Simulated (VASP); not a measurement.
Input:

```yaml
crystal:
  lattice:
    - [3.95238, 0.00000, 0.00000]
    - [0.00000, 3.95238, 0.00000]
    - [0.00000, 0.00000, 3.95238]
  atoms:
    - { symbol: Ti, position: [0.00000, 0.00000, 0.00000] }
    - { symbol: Pt, position: [0.00000, 0.50000, 0.50000] }
    - { symbol: Pt, position: [0.50000, 0.00000, 0.50000] }
    - { symbol: Pt, position: [0.50000, 0.50000, 0.00000] }
```

Method: optB88-vdW, VASP's PBE PAW potentials (set 64) (plane waves; VASP). Run with 520 eV cut-off, 9×9×9 Γ-centred mesh, tetrahedra with Blöchl corrections, potentials Ti_sv Pt.

Unless said otherwise, spin-orbit coupling is left out, though it shifts the bands of the heavy elements here.

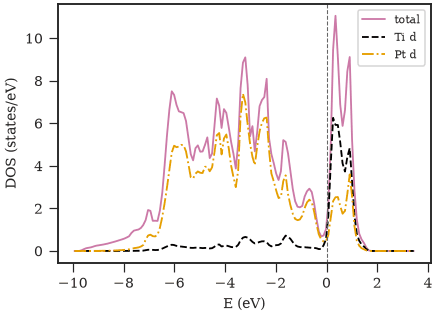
Total and projected density of states, zero at the Fermi level

Within 2 eV below the Fermi level the largest weight inside VASP's projection spheres is Pt d.

It has no gap at this level: it comes out as a metal or semimetal.

The compound is Pt3Ti in the L1_2 structure. It was relaxed first.
